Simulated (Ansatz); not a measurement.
```yaml
atoms:
  - { symbol: C, position_ang: [0.6975, 1.1696, -0.0140] }
  - { symbol: C, position_ang: [-0.3081, 0.1703, -0.5921] }
  - { symbol: In, position_ang: [-0.8027, -1.5322, 0.8306] }
  - { symbol: H, position_ang: [0.9375, 1.9979, -0.7074] }
  - { symbol: H, position_ang: [1.6607, 0.6914, 0.2400] }
  - { symbol: H, position_ang: [0.3287, 1.6418, 0.9144] }
  - { symbol: H, position_ang: [0.0757, -0.2636, -1.5367] }
  - { symbol: H, position_ang: [-1.2516, 0.6835, -0.8650] }
```

Geometry: r2SCAN-D4/def2-SVP; core potentials replace the inner electrons of In.

All numbers below come from isolated molecule in a Gaussian basis; Kohn-Sham density functional theory, functional PBE0 (Ansatz 0.2.0).

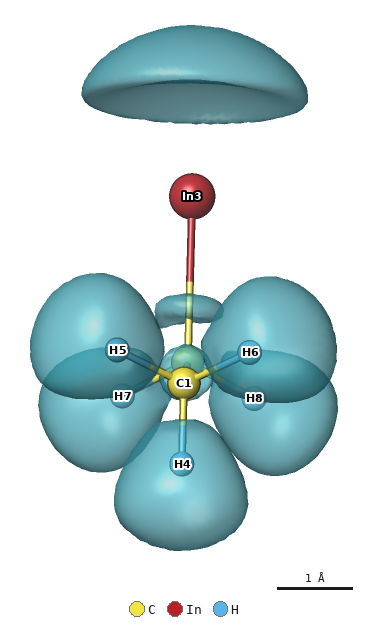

C$_{2}$H$_{5}$In. Isosurface of the electron localisation function at 0.85 (cyan), seen at an oblique angle. Only the valence region is drawn (cores and ρ < 0.01 e/Å³ removed).

What do the ELF domains correspond to?

Answer. At this value the surface marks out one region between bonded C–C atoms (shared pairs), five regions around hydrogen nuclei, one lobe of the valence shell of C pointing towards In (polar bonds) and one lobe on In, pointing away from the bonds (lone pairs). Profiles from the grid: C–C (1.53 Å): the ELF peaks at about 0.95 between the atoms: a shared electron pair. C–In (2.27 Å): the ELF peaks at about 0.90 in the valence shell of C, 0.7 Å from its nucleus, and drops to about 0.20 between the two atoms.
